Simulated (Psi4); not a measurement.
Coordinates of C₂H₆Se, SMILES C[Se]C (Å):

```xyz
9

C     -0.6097     0.6690    -1.1445
Se     1.1413     0.5717    -0.2693
C      0.6202    -0.6830     1.1434
H     -0.9136    -0.3211    -1.5133
H     -0.5075     1.3558    -1.9963
H     -1.3672     1.0630    -0.4518
H     -0.1719    -0.2511     1.7718
H      0.2816    -1.6350     0.7099
H      1.5118    -0.8639     1.7599
```

Unscaled harmonic wavenumbers and double-harmonic intensities, B3LYP/def2-SVP (dispersion D3(BJ)) with Psi4, at a geometry relaxed at this level, isolated molecule. Modes within 2 cm⁻¹ of each other count as one line, with their intensities summed. Lorentzian lines of 8 cm⁻¹ full width. Close modes add up in the curve.

> Predict the infrared spectrum.

The most intense lines lie at 3040.7 cm⁻¹ (21.8 km/mol), 3037.6 cm⁻¹ (21.3 km/mol) and 972.3 cm⁻¹ (18.7 km/mol). It has no imaginary mode, so it is a minimum.

| cm⁻¹ | km/mol |
| --- | --- |
| 155.4 | 0.4 |
| 158.4 | 0.0 |
| 214.6 | 0.0 |
| 591.2 | 0.2 |
| 605.2 | 1.0 |
| 854.2 | 0.7 |
| 890.9 | 0.0 |
| 921.4 | 11.1 |
| 972.3 | 18.7 |
| 1286.0 | 11.0 |
| 1309.6 | 2.8 |
| 1434.2 | 0.0 |
| 1442.6 | 13.8 |
| 1448.3 | 17.3 |
| 1455.1 | 0.3 |
| 3037.6 | 21.3 |
| 3040.7 | 21.8 |
| 3140.6 | 16.1 |
| 3146.6 | 0.0 |
| 3154.3 (×2) | 8.6 |

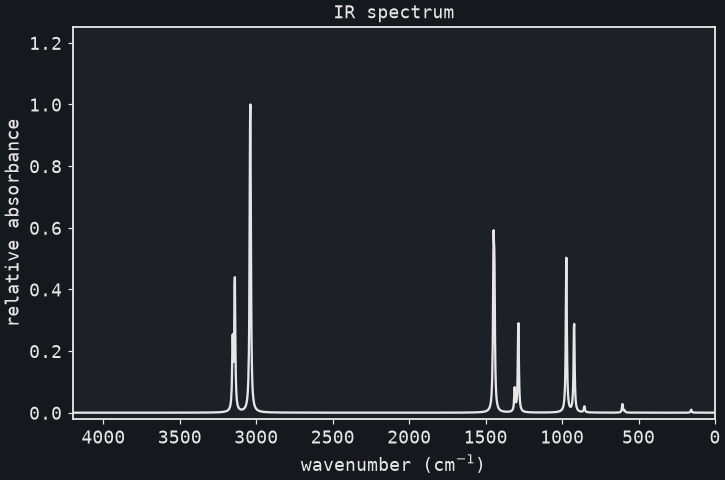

Caveats: double-zeta basis.
